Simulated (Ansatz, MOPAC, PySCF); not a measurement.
Torsion H3–Se1–Se2–H4 in H2Se2 (SMILES [SeH][SeH]); at each angle all else is relaxed with GFN2-xTB, and the levels are single points there.
Geometry at 90° (charge 0, multiplicity 1):
```csv
atom,x (Å),y (Å),z (Å)
Se,-1.0777,0.6753,0.3609
Se,1.0734,0.5155,-0.3694
H,-1.6060,-0.4878,-0.3420
H,0.9313,1.3360,-1.5663
```
Energies count from the point at 90°.

Correlated levels freeze the cores. Filled d and f shells under p-block atoms count as core. CBS: X⁻³ extrapolation of the correlation energy, Hartree–Fock from the larger set. The state that PM3 reach isn't checked.

The values were computed with Ansatz (Gaussian orbitals); MOPAC for PM3 (differences of heats of formation); PySCF for the dispersion terms. Each number belongs to the level named beside it.

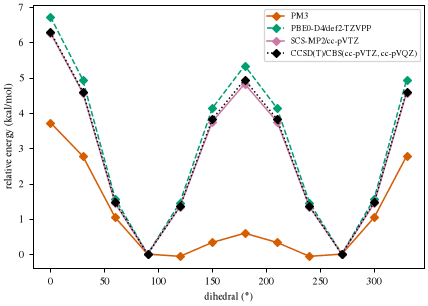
Fig. 1. Relative energy along the coordinate

### Question
Read off the PM3 curve at dihedral = 30.

### Answer
about 2.8 kcal/mol

Ansatz is an electronic-structure program.
